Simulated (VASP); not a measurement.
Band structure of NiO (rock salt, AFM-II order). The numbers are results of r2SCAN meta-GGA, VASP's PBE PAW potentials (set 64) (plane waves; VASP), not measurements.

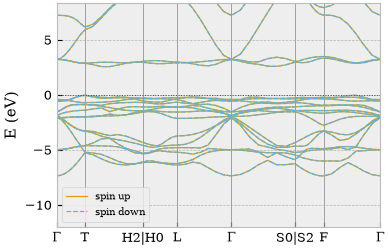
Figure. Bands along high-symmetry lines, zero at the valence-band maximum or, without a gap, the Fermi level

**Question.** Read the plot: is there a gap, and where are the band edges?

**Answer.** The gap is indirect, 2.31 eV, from the valence maximum at (0.40, 0.40, 0.30) to the conduction minimum at (0.50, 0.30, 0.30).

The compound is NiO in the rock salt, AFM-II order structure. It was relaxed first.
